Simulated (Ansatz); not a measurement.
GeB₂I₃

```
Ge B I
1.0
     3.80687    0.00000    0.00000
     0.00000    3.80687    0.00000
     0.00000    0.00000   12.83297
Ge B I
1 2 3
Cartesian
  1.9034 1.9034 0.0000
  1.9034 1.9034 5.6143
  1.9034 1.9034 7.2187
  0.0000 0.0000 11.0086
  0.0000 0.0000 1.8243
  0.0000 0.0000 6.4165
```

Space group P4/mmm; a structure generated by program, which may or may not match a known phase; computed without spin polarisation.

Method: DFT PBE, scalar-relativistic, plane waves, PAW in Ansatz.

Predict the valence pseudo-density and electron localisation function between the atoms.

Answer. Ge–I (3.25 Å): the density is about 0.17 e/Å³ at the midpoint; the ELF peaks at about 0.75 in the valence shell of I, 1.3 Å from its nucleus, and drops to about 0.30 between the two atoms.

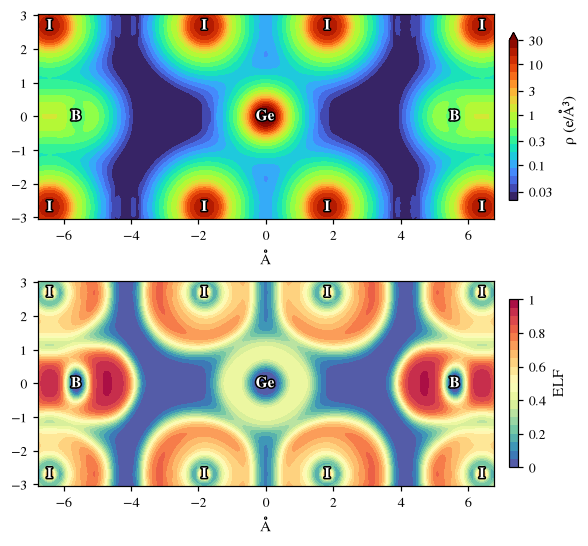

Computed valence pseudo-density and electron localisation function on the (11̄0) plane of the conventional cell, in this order. 

The density is the valence pseudo-density of a PAW calculation; it isn't the true density close to the nuclei.
